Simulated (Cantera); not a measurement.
A closed system holds: 1 mol S, 0.35 mol H2, 2.7 mol N2, held at 17.0 bar.

Cantera equilibrium calculation (NASA polynomials, part measured and part estimated; ideal gas, pure solids and liquids). Candidate condensed phases: S; 15 gas species. Kinetics and transport are ignored.

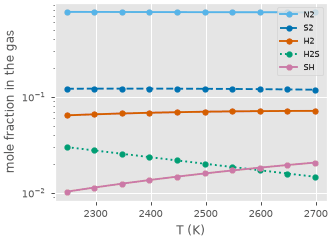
Equilibrium gas composition (values under 1e-9 drawn at 1e-9)

From 2248 K to 2698 K nothing is condensed.
